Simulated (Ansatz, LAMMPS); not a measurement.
# Settings and their price: glassy 69SiO2-19Al2O3-6SrO-6Li2O (mol %) (106 atoms)

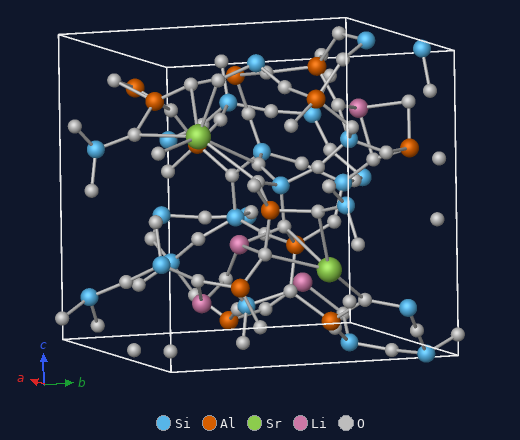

The cell (silicon blue, aluminium orange, strontium green, lithium pink, oxygen light grey). Bonds to atoms that aren't drawn are left out. Some periodic images of atoms are drawn too.

Density of this cell: 2.43 g/cm³. The cell holds 106 atoms: 22 Si, 12 Al, 2 Sr, 4 Li and 66 O. Cell: a = 11.450 Å, b = 11.450 Å, c = 11.450 Å, α = 90.0°, β = 90.0°, γ = 90.0°. 106 atoms (22 Si, 12 Al, 2 Sr, 4 Li, 66 O) placed at random at 2.43 g/cm³, melted at 4000 K for 10 ps at fixed volume with the Morse and Coulomb pair potential with partial charges (Pedone, Malavasi, Menziani, Cormack and Segre, J. Phys. Chem. B 110, 11780 (2006)). Quenched from 4000 K to 300 K at 50 K/ps and fixed volume, held 5 ps.

Geometry: as built.

Reference run: Kohn-Sham DFT, PBE, PAW (set soft_2), plane waves (Ansatz 0.2.0), cutoff 420 eV, Γ point, fixed occupations.

- r.m.s. force component: 1.297 eV/Å
- pressure: 5.726 GPa
- gap (highest filled to lowest empty level): 3.018 eV
- SCF cycles: 9
- time: 30 s on 4 threads of Arm Neoverse V1, shared host

Q: Estimate how much each variant changes the results, and its time and memory.
- support functions low
- support functions medium
- support functions medium, spacing 0.33 Å
- support functions medium, spacing 0.275 Å
- hamiltonian.xc = "rpbe"

Each row is set against the plane-wave reference (Kohn-Sham DFT, PBE, PAW (set soft_2), plane waves; r.m.s. force component 1.30 eV/Å). Energies are set beside the reference only for runs with its functional, potentials and electron count. Times are for 4 threads of Arm Neoverse V1, shared host. The reference's time includes the DOS, ELF, the stress and grids, which some other runs skip.

```csv
run,"Δ force, r.m.s. (meV/Å)",share of r.m.s. force (%),Δ energy (meV/atom),Δ pressure (GPa),Δ gap (eV),cycles,time,host memory (GiB)
reference,-,-,-,-,-,9,30 s,1.9
support functions low,0.669,0.0516,-4.61,-,8.0e-4,13,3.4 min,5.0
support functions medium,0.63,0.0486,-4.61,-,2.0e-4,14,3.5 min,5.1
"support functions medium, spacing 0.33 Å",46.9,3.62,39.8,-,-0.0366,14,80 s,2.2
"support functions medium, spacing 0.275 Å",5.10,0.394,-8.42,-,0,15,99 s,2.7
hamiltonian.xc = "rpbe",63.9,4.93,-,2.92,0.0965,9,28 s,1.9
```

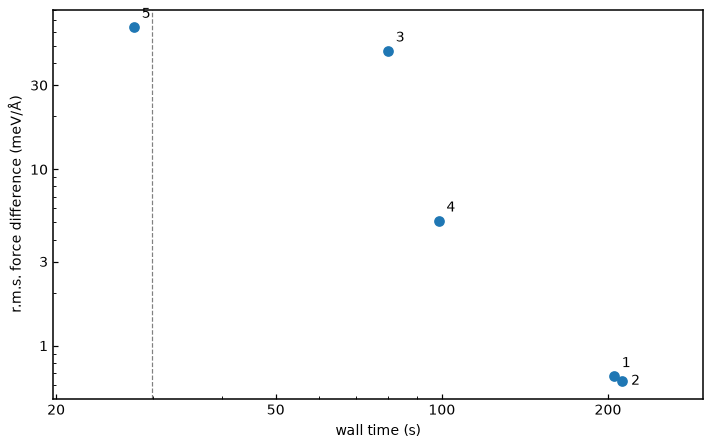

Force difference from the reference against wall time; the dashed line marks the reference's time. Points: 1 support functions low; 2 support functions medium; 3 support functions medium, spacing 0.33 Å; 4 support functions medium, spacing 0.275 Å; 5 hamiltonian.xc = "rpbe".

Among numerical settings the force difference runs from 0.63 meV/Å (support functions medium) to 47 meV/Å (support functions medium, spacing 0.33 Å). At 106 atoms the fastest of the runs at a preset level, support functions low, takes roughly 6.9 times the time of plane waves (whose run also made extra analyses, so the like-for-like ratio is larger), in 13 SCF cycles against 9. Differences between support functions and plane waves include what basis error the plane-wave run still has. 

[Logs are printed without paths, hosts, clocks, repeated set-up lines and the standing remarks that a program may print on its own settings, such as how far it seeks lower states.]

[Hosts, paths, dates, database ids (printed as entryN), source tags and the programs' standing remarks are cut or masked in the printed files.]
